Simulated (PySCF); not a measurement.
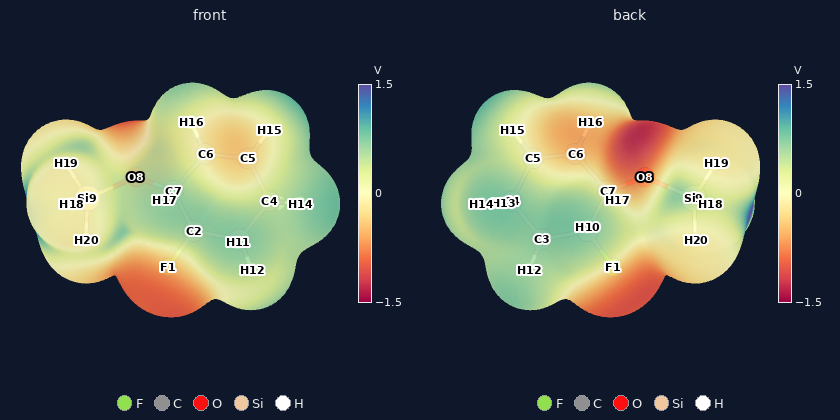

Figure 1: C$_{6}$H$_{11}$FOSi. The electrostatic potential painted on the density surface at 0.002 e/bohr³, seen from the front and from behind; red is negative and blue positive.

Geometry: GFN2-xTB.

Computed with PySCF 2.14.0, PBE0/pcSseg-1, SCF density, gas phase, non-relativistic.

Input

```
{"job": {"kind": "nmr", "xc": "PBE0", "basis": "pcSseg-1"}, "charge": 0, "multiplicity": 1}
F      0.570050    -1.596883    -1.318812
C     -0.172242    -0.860875    -0.411902
C     -1.502559    -0.483772    -1.046945
C     -2.379111     0.241791    -0.031535
C     -1.603036     1.291959     0.699661
C     -0.283129     1.363350     0.694423
C      0.614713     0.388733    -0.016352
O      1.683258     0.080147     0.827691
Si     3.111959    -0.606357     0.476139
H     -0.306423    -1.503541     0.466492
H     -1.302117     0.167808    -1.900041
H     -1.995901    -1.384343    -1.415269
H     -2.779961    -0.470111     0.697410
H     -3.233179     0.698728    -0.536319
H     -2.184224     2.012320     1.257484
H      0.245807     2.126613     1.244851
H      1.005834     0.847336    -0.939976
H      3.767122     0.118033    -0.617795
H      3.750740    -0.407347     1.768044
H      2.987249    -2.012909     0.099716
```

Command:

```sh
OMP_NUM_THREADS=1 python probes_run.py task.json out
```

> Which sites attract a positive test charge, and which a negative one?

A positive charge is drawn to the negative regions and a negative charge to the positive ones. The most negative region (about −1.3 V) lies over O8, the most positive (about +1.4 V) over Si9. O8 is the likeliest acceptor of a hydrogen bond.

> How polar is the molecule by this calculation?

Its dipole moment is 1.96 D.
